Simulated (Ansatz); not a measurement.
# BSi (doublet): trial inputs and their diagnosis at distance Si1–B2 = 2.699 Å

3 inputs are run for BSi (doublet) as typed; the log has to tell whether the result can be used and what must change.

The runs use Ansatz 0.2.0, Gaussian basis; the settings change from run to run.

13 further runs of the same task are left out: 3 for a known fault of the program, 9 that didn't finish, 1 set aside as unsound or not needed.

**1. The geometry**

The geometry derives from a PBE0/def2-TZVP stationary point (not a proven minimum). One bond is set to the value named and the two fragments are kept rigid.

2 atoms, charge 0, spin multiplicity 2.

Atoms are counted from 1 here; the program's logs count them from 0.

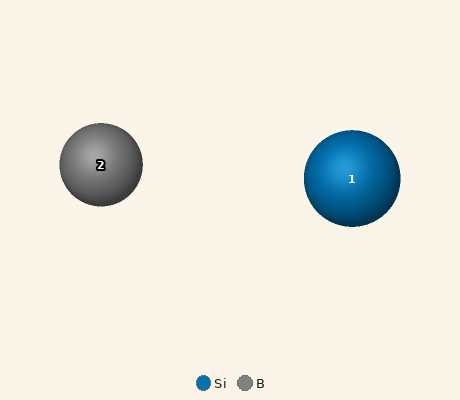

The structure; silicon blue, boron grey; atoms are numbered from 1 in the order of the file.

**2. Try 1**

The input, in.yaml:

```yaml
crystal:
  periodic: [false, false, false]
  atoms:
    - {symbol: Si, position_ang: [0.000000, 0.000000, 0.000000]}
    - {symbol: B, position_ang: [0.000000, 0.000000, 2.699000]}
basis:
  gaussian: {orbitals: STO-3G}
magnetization: {spin_polarized: true, initial_magnetization: 2}
hamiltonian: {xc: hf}
output: {orbitals: {seedname: orbitals}}
```

On the command line:

```bash
ansatz run in.yaml --threads 1 --pin off --events-out ev --progress --plain --max-ram 2393MiB
```

Standard output:

```text
Error: a molecule whose nuclei and cores have a total charge of 19 cannot have a net charge of 0 together with 2 unpaired electrons
```

Wall time 0.03 s (1 thread of AMD EPYC 7B13, shared host).

**Diagnosis.** The run was refused. The number of unpaired electrons doesn't fit the electron count. Fix: make charge and initial_magnetization agree.

**3. Try 2**

The input, in.yaml:

```yaml
crystal:
  periodic: [false, false, false]
  atoms:
    - {symbol: Si, position_ang: [0.000000, 0.000000, 0.000000]}
    - {symbol: B, position_ang: [0.000000, 0.000000, 2.699000]}
basis:
  gaussian: {orbitals: cc-pCVTZ, fitting: {mean_field: def2-universal-jkfit}}
magnetization: {spin_polarized: false, initial_magnetization: 1}
correlation: {active_space: {ras: {orbitals: [3, 1, 92], electrons: 8, max_holes: 2, max_particles: 2}, fixed_orbitals: true}}
```

Same command.

Standard output:

```text
Functional definition: HF
  name "HF"
  cite "Fock, Z. Phys. 61, 126 (1930) doi:10.1007/BF01340294"
  parent pbe
  exchange = exact_x
  correlation = 0
203 factors; integrals over basis functions are off by at most 1.0e1 eV
mean field evaluation 1: about -8527.0384 eV, gradient 6.0e0 eV
mean field evaluation 2: about -8527.4010 eV, gradient 2.6e0 eV
mean field evaluation 4: about -8527.5741 eV, gradient 6.4e-1 eV
mean field evaluation 8: about -8522.9092 eV, gradient 1.7e1 eV
mean field evaluation 16: about -8526.3839 eV, gradient 1.2e1 eV
mean field evaluation 32: about -8525.9840 eV, gradient 1.2e0 eV
mean field evaluation 64: about -8525.8303 eV, gradient 2.9e-1 eV
mean field -8527.58433605 eV, -313.3829441456 hartree, gradient 2.1e-6 eV, S^2 0.750000; 11 other end points of the search recorded, 0 dependent functions left out
reference -8527.58433605 eV, -313.3829441456 hartree; 10, 9 occupied and 92, 93 virtual orbitals, 203 factors
Error: 8 electrons in 96 orbitals form no window around the highest filled level of the reference
```

It took 1.8 s on 1 thread of AMD EPYC 7B13, shared host.

**Diagnosis.** The run stopped with an error. The electron count of the restricted space is wrong. To mend it, count the correlated electrons again.

**4. Try 3**

The input, in.yaml:

```yaml
crystal:
  periodic: [false, false, false]
  atoms:
    - {symbol: Si, position_ang: [0.000000, 0.000000, 0.000000]}
    - {symbol: B, position_ang: [0.000000, 0.000000, 2.699000]}
basis:
  gaussian: {orbitals: def2-mTZVP}
magnetization: {spin_polarized: false, initial_magnetization: 1}
correlation: {method: afqmc, electrons: outside_noble_gas}
accuracy: high
scf: {lower_state_search: off}
```

Launched as before.

Standard output:

```text
Error: YAML parse error: error: line 9 column 23: unknown variant `afqmc`, expected one of mp2, rpa, ccsd, ccsd_t, bccd, bccd_t, ccsdt, ccsdt_q, ccsdt_q_b, ccsdtq, fci, sc_nevpt2, fic_nevpt4_sd, fic_mrcisd_q, fic_mrcisd_q_relaxed
  --> <input>:9:23
   |
 7 |   gaussian: {orbitals: def2-mTZVP}
 8 | magnetization: {spin_polarized: false, initial_magnetization: 1}
 9 | correlation: {method: afqmc, electrons: outside_noble_gas}
   |                       ^ unknown variant `afqmc`, expected one of mp2, rpa, ccsd, ccsd_t, bccd, bccd_t, ccsdt, ccsdt_q, ccsdt_q_b, ccsdtq, fci, sc_nevpt2, fic_nevpt4_sd, fic_mrcisd_q, fic_mrcisd_q_relaxed
10 | accuracy: high
11 | scf: {lower_state_search: off}
   |
```

Run time: 0.03 s. Hardware: 1 thread of AMD EPYC 7B13, shared host.

What is wrong: The run was refused. The method's name isn't one that the program knows. Fix: name one from the list in the message.

**5. How the runs ended**

```csv
try,level,ended,cause,time
1,HF/STO-3G,refused,the number of unpaired electrons doesn't fit the electron count,0.03 s
2,CISD/cc-pCVTZ,stopped by an error,the electron count of the restricted space is wrong,1.8 s
3,'afqmc'/def2-mTZVP,refused,the method's name isn't one that the program knows,0.03 s
```

2 refused, 1 stopped by an error.
